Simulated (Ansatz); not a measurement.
**BGaH$_{2}$O (SMILES B[O][Ga]): density, localisation and related maps**

The calculation's input:

```
crystal:
  periodic: [false, false, false]
  atoms:
    - symbol: B
      position_ang: [0.956586, 0.283986, -1.031952]
    - symbol: Ga
      position_ang: [-1.700934, -0.925202, 0.187443]
    - symbol: O
      position_ang: [-0.165979, -0.226667, -0.517644]
    - symbol: H
      position_ang: [1.882869, -0.453207, -1.324948]
    - symbol: H
      position_ang: [1.053967, 1.486840, -1.207899]
basis:
  gaussian: {orbitals: def2-TZVPD}
hamiltonian: {xc: pbe0}
output: {forces: true, orbitals: {seedname: orbitals}}
```

Run with:

```sh
ansatz run input.yaml --threads 1 --pin off --max-ram 2610MiB --events-out events.jsonl --progress --plain --runs-dir runs
```

Geometry: PBE0-D3(BJ)/def2-SVP.

All numbers below come from isolated molecule in a Gaussian basis; Kohn-Sham density functional theory, functional PBE0 (Ansatz 0.2.0).

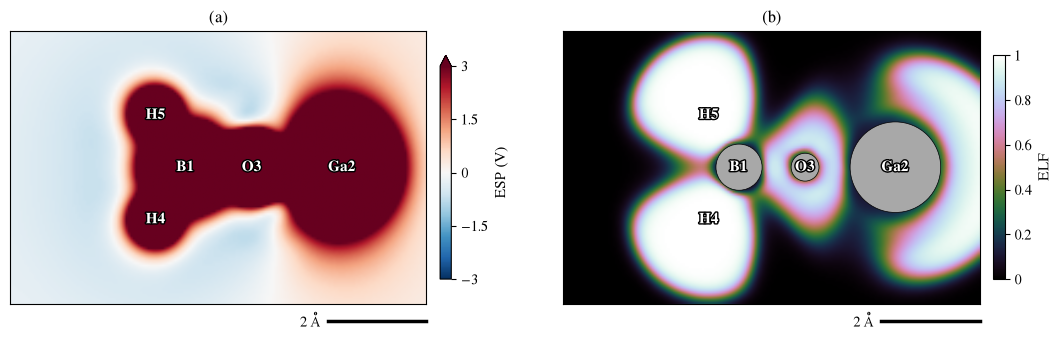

Figure 1. (a) molecular electrostatic potential; (b) electron localisation function on the molecular plane. Grey discs cover the atomic cores in the ELF map.

What do the fields say about this system?

- Atoms in the plane: B, Ga, O and H.
- B–O (1.34 Å): the ELF peaks at about 0.90 between the atoms (a polar covalent bond).
- Ga–O (1.83 Å): the ELF peaks at about 0.85 in the valence shell of O, 0.5 Å from its nucleus, and is about 0.20 at the midpoint.
- B–H (1.22 Å): the ELF climbs to about 1 towards the hydrogen, as it does in any bond to H; a covalent bond by its length.
- Outside the dense part of the molecule the potential is most negative (−0.8 V) near O3.

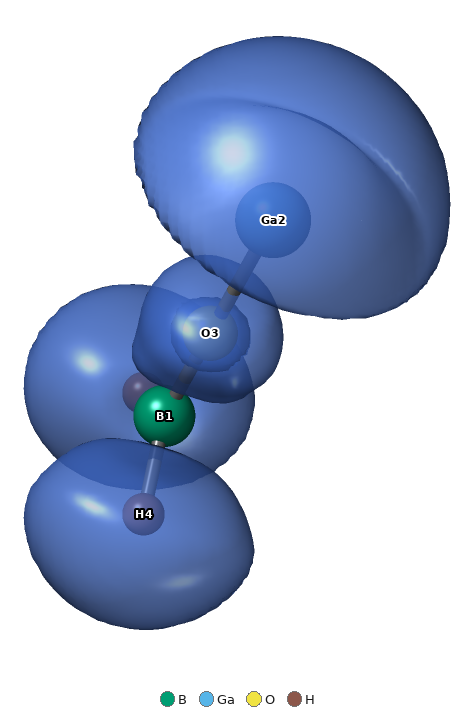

Figure 2. Isosurface of the ELF at 0.75 (blue), seen at an oblique angle. Core shells and regions of very low density are left out.

What do the ELF domains correspond to?

The ELF exceeds this value in two regions around hydrogen nuclei, one region on O in which the atom's valence shell and bonds are merged and one lobe on Ga, pointing away from the bonds (lone pairs).

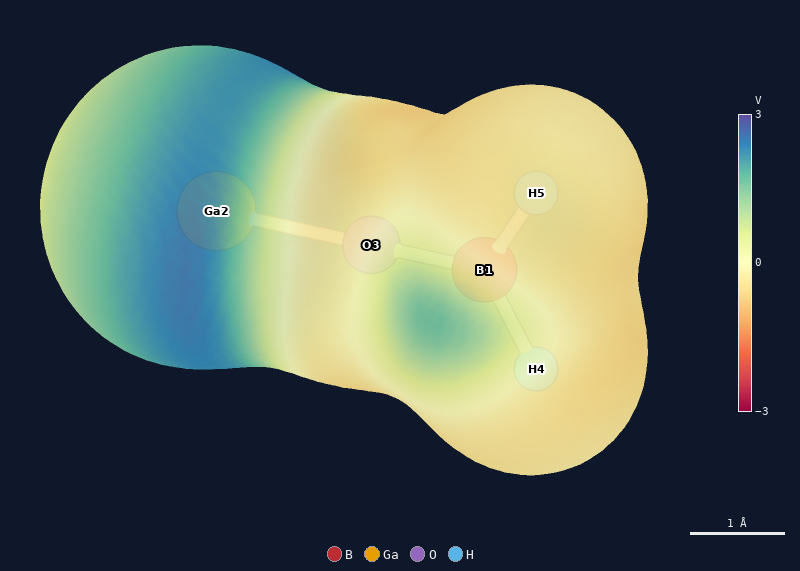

Figure 3. The electrostatic potential painted on the density surface at 0.004 e/bohr³, seen at a tilt; red is negative and blue positive.

Which sites attract a positive test charge, and which a negative one?

A positive charge is drawn to the negative regions and a negative charge to the positive ones. The most negative region (about −0.7 V, or −16 kcal/mol for a unit charge) lies over O3, the most positive (about +2.6 V, or +60 kcal/mol for a unit charge) over Ga2.

What dipole moment does the calculation give?

Its dipole moment is 2.21 D.

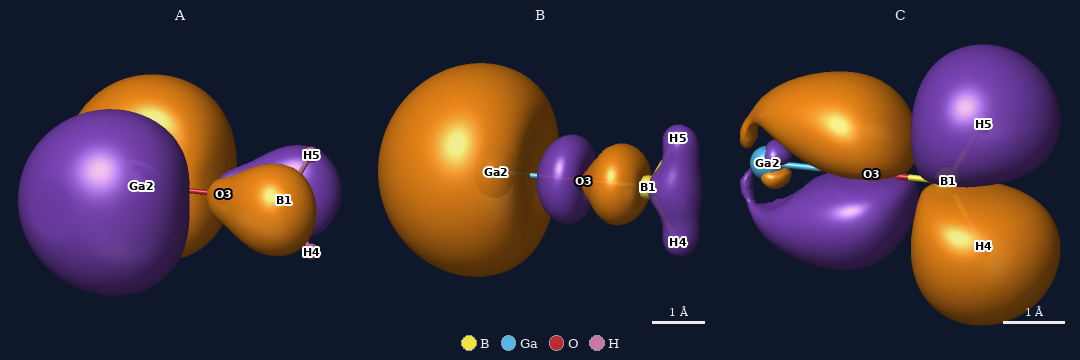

Figure 4. Three frontier orbitals at ±0.06 Å⁻³ᐟ² (orange and purple are the two phases), in no order.

Which picture is the HOMO−1, the HOMO and the LUMO?

B is the HOMO−1 (−7.86 eV). By Hirshfeld shares it lies mainly on Ga2 (about 85 %) and O3 (about 10 %); it is symmetric in the molecular plane (an in-plane orbital: σ, lone-pair or in-plane π type). C is the HOMO (−7.42 eV). It lies mainly on O3 (about 35 %), B1 (about 25 %), H4 (about 20 %), H5 (about 20 %) and Ga2 (about 5 %); it is symmetric in the molecular plane (an in-plane orbital: σ, lone-pair or in-plane π type). A is the LUMO (−1.57 eV). By Hirshfeld shares it lies mainly on Ga2 (about 85 %) and B1 (about 10 %); it changes sign across the molecular plane (π type).

What is the HOMO–LUMO gap?

5.85 eV between the orbital energies.
